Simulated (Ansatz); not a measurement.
**SnH2Cl (SMILES [Cl][SnH2]): UBLYP/STO-3G**

What is the electronic atomisation energy of SnH2Cl at UBLYP/STO-3G? 

The results are computed with Ansatz 0.2.0.

51 further runs of the same task are left out: 15 that didn't finish, 36 set aside as unsound or not needed.

### Step 1. Starting point

The species is SnH2Cl (4 atoms), meant as a doublet with charge 0. As SMILES, `[Cl][SnH2]`. The coordinates come from a PBE0-D4/def2-TZVP relaxation.

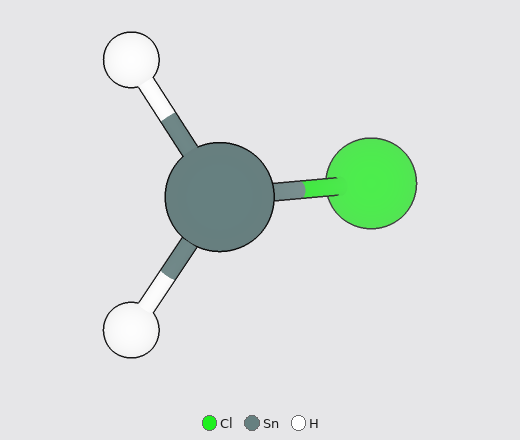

The structure, seen from a chosen angle (chlorine green, tin teal, hydrogen white).

### Step 2. A single-point energy at UBLYP/STO-3G

molecule.yaml

```yaml
crystal:
  periodic: [false, false, false]
  atoms:
    - symbol: Cl
      position_ang: [-1.882600, 0.398400, -0.585000]
    - symbol: Sn
      position_ang: [0.380000, -0.179600, -0.397100]
    - symbol: H
      position_ang: [0.412500, -1.500000, 0.709600]
    - symbol: H
      position_ang: [1.145500, 1.221000, 0.252100]
basis:
  gaussian:
    orbitals: STO-3G
magnetization:
  spin_polarized: true
  initial_magnetization: 1
hamiltonian:
  xc: {name: BLYP}
accuracy: high
```

The run is started by

```bash
$ ansatz run molecule.yaml --threads 1 --pin off --max-ram 2610MiB --events-out events.jsonl --progress --plain --runs-dir runs
```

Log:

```text
Warning: RAYON_NUM_THREADS=1 ignored (pool sized by the plan → 1); use --threads N
Functional definition: BLYP
  name "BLYP"
  parameter beta = 0.0042
  parameter a = 0.04918
  parameter b = 0.132
  parameter c = 0.2533
  parameter d = 0.349
  exchange = b88_x(beta = beta)
  correlation = lyp_c(a = a, b = b, c = c, d = d)
682 factors; integrals over basis functions are off by at most 5.9e-9 eV
mean field evaluation 1: about -174737.3838 eV, gradient 1.0e1 eV
mean field evaluation 2: about -174735.0557 eV, gradient 1.8e1 eV
mean field evaluation 4: about -174738.5926 eV, gradient 4.5e-1 eV
mean field evaluation 8: about -174738.5408 eV, gradient 1.8e-3 eV
mean field evaluation 16: about -174738.5408 eV, gradient 1.6e-7 eV
mean field -174738.54082665 eV, -6421.5229333425 hartree, gradient 1.9e-8 eV, S^2 0.750337; 0 other end points of the search recorded, 0 dependent functions left out
reference -174738.54086402 eV, -6421.5229347157 hartree; 35, 34 occupied and 3, 4 virtual orbitals, 682 factors
Total energy: -174738.54086402 eV, -6421.5229347157 hartree
```

Run time: 3.3 s. Hardware: 1 thread of Arm Neoverse V2, shared host; peak memory 0.14 GiB.

### Step 3. The Cl atom at the same level

molecule.yaml

```yaml
crystal:
  periodic: [false, false, false]
  atoms:
    - {symbol: Cl, position_ang: [0.000000, 0.000000, 0.000000]}
basis:
  gaussian:
    orbitals: STO-3G
accuracy: high
hamiltonian:
  xc: {name: BLYP}
magnetization:
  spin_polarized: true
  initial_magnetization: 1
```

The run is started by

```bash
$ ansatz run molecule.yaml --threads 1 --pin off --max-ram 2610MiB --events-out events.jsonl --progress --plain --runs-dir runs
```

Log (excerpt; [...] marks lines left out):

```text
Warning: RAYON_NUM_THREADS=1 ignored (pool sized by the plan → 1); use --threads N
[... 9 set-up lines as earlier in the session ...]
42 factors; integrals over basis functions are off by at most 4.6e-9 eV
mean field evaluation 1: about -12383.0545 eV, gradient 2.9e-2 eV
mean field evaluation 2: about -12383.0545 eV, gradient 2.9e-2 eV
mean field evaluation 4: about -12383.0545 eV, gradient 4.8e-10 eV
mean field evaluation 8: about -12383.0545 eV, gradient 4.0e-2 eV
mean field evaluation 16: about -12383.0545 eV, gradient 1.1e-8 eV
mean field -12383.05452513 eV, -455.0688602628 hartree, gradient 1.1e-8 eV, S^2 0.750000; 1 other end points of the search recorded, 0 dependent functions left out
reference -12383.05454722 eV, -455.0688610744 hartree; 9, 8 occupied and 0, 1 virtual orbitals, 42 factors
Total energy: -12383.05454722 eV, -455.0688610744 hartree
```

It took 0.34 s on 1 thread of Arm Neoverse V2, shared host.

### Step 4. The H atom

job.yaml

```yaml
crystal:
  periodic: [false, false, false]
  atoms:
    - {symbol: H, position_ang: [0.000000, 0.000000, 0.000000]}
basis:
  gaussian:
    orbitals: STO-3G
accuracy: high
total_charge: 0
hamiltonian:
  xc: {name: BLYP}
magnetization:
  spin_polarized: true
  initial_magnetization: 1
```

The run is started by

```bash
$ ansatz run job.yaml --threads 1 --pin off --max-ram 2610MiB --events-out events.jsonl --progress --plain --runs-dir runs
```

Log (excerpt; [...] marks lines left out):

```text
Warning: RAYON_NUM_THREADS=1 ignored (pool sized by the plan → 1); use --threads N
[... 9 set-up lines as earlier in the session ...]
1 factors; integrals over basis functions are off by at most 4.6e-10 eV
mean field evaluation 1: about -12.5918 eV, gradient 0.0e0 eV
mean field evaluation 2: about -12.5918 eV, gradient 0.0e0 eV
mean field -12.59181263 eV, -0.4627405790 hartree, gradient 0.0e0 eV, S^2 0.750000; 0 other end points of the search recorded, 0 dependent functions left out
reference -12.59183075 eV, -0.4627412451 hartree; 1, 0 occupied and 0, 1 virtual orbitals, 1 factors
Total energy: -12.59183075 eV, -0.4627412451 hartree
```

It took 0.06 s on 1 thread of Arm Neoverse V2, shared host.

### Step 5. The Sn atom at the same level

in.yaml

```yaml
crystal:
  periodic: [false, false, false]
  atoms:
    - {symbol: Sn, position_ang: [0.000000, 0.000000, 0.000000]}
basis:
  gaussian: {orbitals: STO-3G}
magnetization: {spin_polarized: true, initial_magnetization: 2}
hamiltonian: {xc: {name: BLYP}}
accuracy: high
```

Run the same way, it converges to -5965.03838 Eh (log not shown).

### Step 6. Summary of results

Level: UBLYP/STO-3G.

```
                     quantity           value
       molecule: total energy  -6421.52293 Eh
               molecule: ⟨S²⟩           0.750
        Cl atom: total energy   -455.06886 Eh
                Cl atom: ⟨S²⟩           0.750
         H atom: total energy     -0.46274 Eh
                 H atom: ⟨S²⟩           0.750
        Sn atom: total energy  -5965.03838 Eh
                Sn atom: ⟨S²⟩           2.000
electronic atomisation energy       13.339 eV
```

Taking the molecule apart into free atoms costs 13.34 eV (308 kcal/mol), before zero-point energy and without spin-orbit coupling. In a minimal basis such a difference can be off by several eV, whatever the method. Relativity is left out (molecule) although the molecule holds a heavy atom. Relativity is left out (Sn atom) although the molecule holds a heavy atom.
